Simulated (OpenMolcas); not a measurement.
# One shape, several levels: doublet C2H5FSi+

Wanted: a comparison of 6 runs (UB3LYP/6-31G*, U-revPBE/cc-pVDZ, UBHLYP/cc-pVDZ, UPBE0/cc-pVDZ, UTPSS/cc-pVDZ, ROCCSD(T)/cc-pVDZ) of doublet C2H5FSi+. 

The calculation is run with OpenMolcas 26.06.

### Step 1. The structure to begin with

The species is C2H5FSi+ (9 atoms), meant as a doublet with charge +1. SMILES of the parent species: `F/C=C/[SiH3]`. Geometry: relaxed at PBE0-D4/def2-TZVP. That shape belongs to the parent species and isn't relaxed for this state.

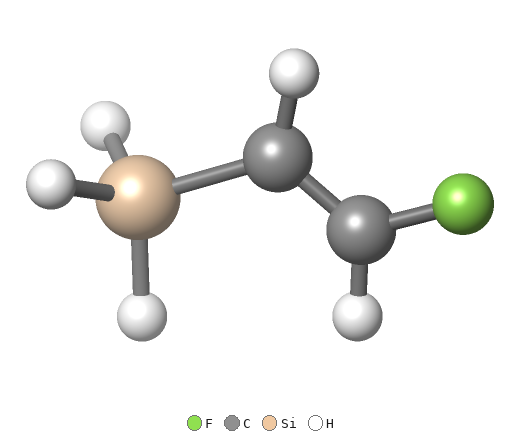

The structure, seen from a chosen angle (fluorine green, carbon grey, silicon light orange, hydrogen white).

### Step 2. The energy at UB3LYP/6-31G(d) (Cartesian functions) (run 1)

File input.xyz:

```xyz
9

F     -1.259900     2.360900     0.506400
C     -0.578300     1.355000    -0.048000
C     -0.336700     0.219900     0.584900
Si     0.614100    -1.145000    -0.228900
H     -0.264200     1.599600    -1.058100
H     -0.716100     0.118100     1.598600
H      1.843700    -1.465600     0.542800
H     -0.206700    -2.381600    -0.316300
H      0.992500    -0.707600    -1.598500
```

File mol.input:

```
>>> EXPORT MOLCAS_PRINT=2

&GATEWAY
  BasLib=$CurrDir
  Coord=input.xyz
  Basis=6-31Gs
  Group=NoSym

&SEWARD
  GridInput
  Grid=UltraFine
  End of Grid

&SCF
  UHF
  Charge=1
  Spin=2
  KSDFT=B3LYP
  Thresholds=1e-10 1e-07 1e-07 1e-05
  PrOrbitals=1
```

The basis set 6-31G* is read from a file made from the Basis Set Exchange's data (not shown).

Command:

```console
$ export MOLCAS_MEM=1860
$ pymolcas mol.input > mol.log
```

Standard output:

```text
--- Start Module: gateway ---
[...]
--- Stop Module: gateway /rc=_RC_ALL_IS_WELL_ ---
--- Start Module: seward ---
[...]
      Basis functions           74
--- Stop Module: seward /rc=_RC_ALL_IS_WELL_ ---
[...]
--- Start Module: scf ---
[...]
       Convergence after  21 Iterations
[...]
::    Total KS-DFT energy                            -468.1575468885
[...]
      Total spin, S                                     0.5016204355
[...]
      Total electronic charge=   39.000000
      Total            charge=    1.000000
[...]
      Dipole Moment (debye):
      Origin of the operator (angstrom)=   -0.2115    0.3797    0.1161
                   X=  5.1642E-01               Y= -1.0405E+00               Z= -1.2305E-01           Total=  1.1681E+00
      Center of Charge (angstrom)
[...]
--- Stop Module: scf /rc=_RC_ALL_IS_WELL_ ---
[...]
```

It took 36 s on 1 thread of Intel Xeon 6975P-C (Granite Rapids), shared host; peak memory 0.43 GiB.

### Step 3. A single-point energy at U-revPBE/cc-pVDZ (run 2)

File struct.xyz:

```xyz
9

F     -1.259900     2.360900     0.506400
C     -0.578300     1.355000    -0.048000
C     -0.336700     0.219900     0.584900
Si     0.614100    -1.145000    -0.228900
H     -0.264200     1.599600    -1.058100
H     -0.716100     0.118100     1.598600
H      1.843700    -1.465600     0.542800
H     -0.206700    -2.381600    -0.316300
H      0.992500    -0.707600    -1.598500
```

File calc.input:

```
>>> EXPORT MOLCAS_PRINT=2

&GATEWAY
 BasLib
 $CurrDir
 Coord
 struct.xyz
 Basis
 cc-pVDZ
 Group
 NoSym

&SEWARD
 GridInput
 Grid=UltraFine
 End of Grid

&SCF
 UHF
 Charge
 1
 Spin
 2
 KSDFT
 revPBE
 Thresholds
 1e-10 1e-07 1e-07 1e-05
 PrOrbitals
 1 1
```

The basis set cc-pVDZ is read from a file made from the Basis Set Exchange's data (not shown).

Command:

```console
$ export MOLCAS_MEM=1860
$ pymolcas calc.input > calc.log
```

Standard output:

```text
--- Start Module: gateway ---
[...]
--- Stop Module: gateway /rc=_RC_ALL_IS_WELL_ ---
--- Start Module: seward ---
[...]
      Basis functions           85
--- Stop Module: seward /rc=_RC_ALL_IS_WELL_ ---
[...]
--- Start Module: scf ---
[...]
       Convergence after  29 Iterations
[...]
::    Total KS-DFT energy                            -468.0499978201
[...]
      Total spin, S                                     0.5010991174
[...]
      Total electronic charge=   39.000000
      Total            charge=    1.000000
[...]
      Dipole Moment (debye):
      Origin of the operator (angstrom)=   -0.2115    0.3797    0.1161
                   X=  7.8567E-01               Y= -1.5286E+00               Z= -2.4548E-01           Total=  1.7361E+00
      Center of Charge (angstrom)
[...]
--- Stop Module: scf /rc=_RC_ALL_IS_WELL_ ---
[...]
```

Run time: 60 s. Hardware: 1 thread of Intel Xeon 6975P-C (Granite Rapids), shared host; peak memory 0.47 GiB.

Run 3 isn't shown in full; the table further down has it.

### Step 4. A single-point energy at UPBE0/cc-pVDZ (run 4)

File calc.inp:

```
&gateway
 baslib=$CurrDir
 coord
 9
 angstrom
 F       -1.259900       2.360900       0.506400
 C       -0.578300       1.355000      -0.048000
 C       -0.336700       0.219900       0.584900
 Si       0.614100      -1.145000      -0.228900
 H       -0.264200       1.599600      -1.058100
 H       -0.716100       0.118100       1.598600
 H        1.843700      -1.465600       0.542800
 H       -0.206700      -2.381600      -0.316300
 H        0.992500      -0.707600      -1.598500
 basis=cc-pVDZ
 group=NoSym

&seward
 gridinput
 Grid=UltraFine
 End of Grid

&scf
 uhf
 charge=1
 spin=2
 ksdft=PBE0
 thresholds=1e-10 1e-07 1e-07 1e-05
 prorbitals=1 2
```

The basis set cc-pVDZ is read from a file made from the Basis Set Exchange's data (not shown).

Command:

```console
$ export MOLCAS_MEM=1860
$ pymolcas calc.inp > calc.log
```

Standard output:

```text
--- Start Module: gateway ---
[...]
--- Stop Module: gateway /rc=_RC_ALL_IS_WELL_ ---
--- Start Module: seward ---
[...]
      Basis functions           85
--- Stop Module: seward /rc=_RC_ALL_IS_WELL_ ---
[...]
--- Start Module: scf ---
[...]
       Convergence after  20 Iterations
[...]
::    Total KS-DFT energy                            -467.8414190581
[...]
      Total spin, S                                     0.5020113239
[...]
      Total electronic charge=   39.000000
      Total            charge=    1.000000
[...]
      Dipole Moment (debye):
      Origin of the operator (angstrom)=   -0.2115    0.3797    0.1161
                   X=  6.3504E-01               Y= -1.2068E+00               Z= -2.2886E-01           Total=  1.3828E+00
      Center of Charge (angstrom)
[...]
--- Stop Module: scf /rc=_RC_ALL_IS_WELL_ ---
[...]
```

Wall time 45 s (1 thread of Intel Xeon 6975P-C (Granite Rapids), shared host); peak memory 0.47 GiB.

Run 5 isn't shown in full; the table further down has it.

### Step 5. The energy at ROCCSD(T)/cc-pVDZ (run 6)

File mol.inp:

```
* C2H5FSi CCSD(T)
&GATEWAY
BasLib = $CurrDir
Coord
9
angstrom
F       -1.259900       2.360900       0.506400
C       -0.578300       1.355000      -0.048000
C       -0.336700       0.219900       0.584900
Si       0.614100      -1.145000      -0.228900
H       -0.264200       1.599600      -1.058100
H       -0.716100       0.118100       1.598600
H        1.843700      -1.465600       0.542800
H       -0.206700      -2.381600      -0.316300
H        0.992500      -0.707600      -1.598500
Basis = cc-pVDZ
Group = NoSym
&SEWARD
&SCF
UHF
Charge = 1
Spin = 2
Thresholds = 1e-10 1e-07 1e-07 1e-05
PrOrbitals = 0
&RASSCF
FileOrb = $Project.UnaOrb
Spin = 2
Nactel = 1 0 0
Inactive = 19
Ras2 = 1
OutOrbitals = Canonical
OrbListing = Few
&MOTRA
JobIph
Frozen = 8
&CCSDT
CCT
Triples = 3
Iterations = 80
Accuracy = 1e-08
Extrapolation = 5 4
```

The basis set cc-pVDZ is read from a file made from the Basis Set Exchange's data (not shown).

Command:

```console
$ export MOLCAS_MEM=1860
$ pymolcas mol.inp > mol.log
```

Standard output:

```text
--- Start Module: gateway ---
[...]
--- Stop Module: gateway /rc=_RC_ALL_IS_WELL_ ---
[...]
      Basis functions           85
[...]
       Convergence after  22 Iterations
[...]
::    Total SCF energy                               -466.6590944407
[...]
      Total spin, S                                     0.5029571360
[...]
      Number of active orbitals                  1
[...]
      Spin quantum number                      0.5
[...]
      Active orbitals                            1
[...]
      Number of CSFs                             1
[...]
      Number of root(s) required                 1
[...]
      Convergence after  8 iterations
[...]
      printout of CI-coefficients larger than  0.05 for root  1
      energy=    -466.656493
      conf/sym  1     Coeff  Weight
             1  u   1.00000 1.00000
      Natural orbitals and occupation numbers for root  1
      sym 1:   1.000000
      ************************************************************************************************************************
      *                                                    Final results                                                     *
[...]
::    RASSCF root number  1 Total energy:   -466.65649280
[...]
      Total electronic charge=   39.000000
      Total            charge=    1.000000
[...]
      Dipole Moment (debye):
      Origin of the operator (angstrom)=   -0.2115    0.3797    0.1161
                   X=  2.6379E-01               Y= -4.1271E-01               Z= -1.8919E-01           Total=  5.2508E-01
      Center of Charge (angstrom)
[...]
--- Start Module: motra ---
[...]
      *** WARNING: Default frozen orbitals is overwritten by user input.
      *** Default values:   5
[...]
--- Stop Module: motra /rc=_RC_ALL_IS_WELL_ ---
--- Start Module: ccsdt ---
[...]
      Convergence after                    22  Iterations
      Total energy (diff) :    -467.22047854      -0.00000000
[...]
 METHOD                       : CCSD+T(CCSD)+<T3(1)WT1>+<T3(1)UT2> = CCSD(T)
[...]
       CCSD     =      -467.2204785448889
[...]
--- Stop Module: ccsdt /rc=_RC_ALL_IS_WELL_ ---
[...]
```

It took 52 s on 1 thread of Intel Xeon 6975P-C (Granite Rapids), shared host; peak memory 0.47 GiB.

### Step 6. Overview of the runs

| run | level | Cartesian functions | integration grid | energy (Eh) | HOMO energy (eV) | LUMO energy (eV) | ⟨S²⟩ | wall time |
| --- | --- | --- | --- | --- | --- | --- | --- | --- |
| 1 | UB3LYP/6-31G* (Cartesian functions) | yes | UltraFine | -468.157547 | -14.86 | -12.36 | 0.753 | 36 s |
| 2 | U-revPBE/cc-pVDZ | no | UltraFine | -468.049998 | -13.75 | -12.84 | 0.752 | 60 s |
| 3 | UBHLYP/cc-pVDZ | no | UltraFine | -468.069581 | -16.20 | -11.15 | 0.755 | 44 s |
| 4 | UPBE0/cc-pVDZ | no | UltraFine | -467.841419 | -15.08 | -12.17 | 0.754 | 45 s |
| 5 | UTPSS/cc-pVDZ | no | UltraFine | -468.219869 | -13.98 | -12.86 | 0.753 | 87 s |
| 6 | ROCCSD(T)/cc-pVDZ | no | – | -467.236075 | – | – | – | 52 s |

### Step 7. Outcome

| quantity | value |
| --- | --- |
| run 6: total energy | -467.23607 Eh |
| run 6: (T) correction | -15.60 mEh |

In words: Totals of different functionals can't be ranked against each other. All runs together took 5.4 min, the longest 87 s.
